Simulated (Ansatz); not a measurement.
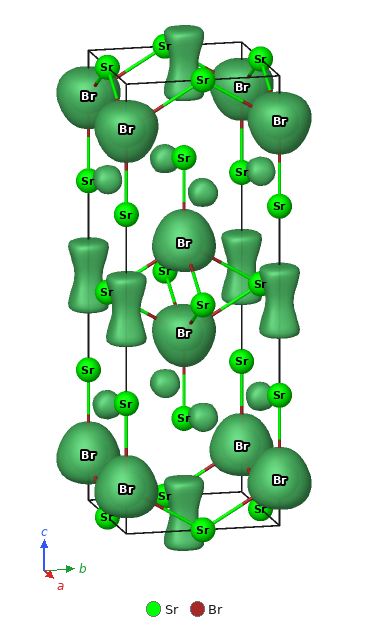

The picture shows: Sr₂Br. Isosurface of the electron localisation function at 0.8 (green), seen slightly off an axis. Core shells and regions of very low density are left out. Sticks mark near contacts.

Space group I4/mmm; built by placing these elements on a known structure type.

Method: DFT, PAW plane waves, PBE, spin-orbit (Ansatz 0.2.0).

In a PAW calculation such maps are meaningful between the atoms, not at the nuclei.

```
Sr Br
1.0
     5.68661    0.00000    0.00000
     0.00000    5.68661    0.00000
     0.00000    0.00000   16.62267
Sr Br
8 4
Direct
  0.00000 0.50000 0.00000
  0.50000 0.00000 0.50000
  0.50000 0.00000 0.00000
  0.00000 0.50000 0.50000
  0.00000 0.00000 0.28988
  0.50000 0.50000 0.78988
  0.00000 0.00000 0.71012
  0.50000 0.50000 0.21012
  0.00000 0.00000 0.10081
  0.50000 0.50000 0.60081
  0.00000 0.00000 0.89919
  0.50000 0.50000 0.39919
```

**Where are the electrons localised?**

The surface consists of four regions wrapped around Br (the valence shell of each) and six pockets between the atoms, centred on no nucleus (multi-centre or interstitial), counted in one cell of 12 atoms. Any copies at cell faces, edges or corners count once.

Values along the shortest contacts:
Sr–Br (3.14 Å): the ELF is about 0.15 at the midpoint; no localised pair shows between them. Sr–Br (3.30 Å): the ELF is about 0.15 at the midpoint: no shared electron pair shows on this line.

**What Bader charges does the calculation give?**

Electrons move from Sr towards Br. Bader charges: Sr +0.37 to +0.70 and Br −1.07 e.
